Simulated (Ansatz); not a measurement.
## Ga2O3: pressure series

Base system: Ga2O3 in the corundum structure (space group R-3c, No. 167; a = 5.0579 Å, c = 13.6242 Å (hexagonal axes)).

Cell and atoms are relaxed at each pressure.

Levels (all Ansatz, an electronic-structure program, PAW, earlier PAW set): PBE (420 eV, no spin-orbit coupling); r2SCAN (500 eV, no spin-orbit coupling).

The base cell above is that of PBE; each level relaxes its own structures.

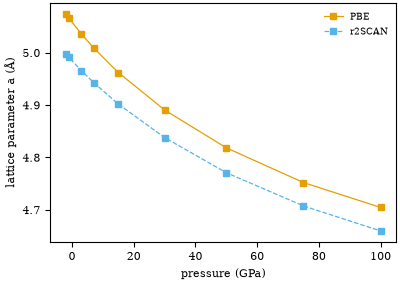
Figure. Lattice parameter a under two levels

Task: How do the two levels compare along the series?

Result: PBE lies above r2SCAN in every row, by 0.045 Å to 0.076 Å. They put the cases in the same order.

Load acts through the strain it causes; cell and atoms are relaxed under it. Stability against distortions was not tested. Competing high-pressure phases were not computed.
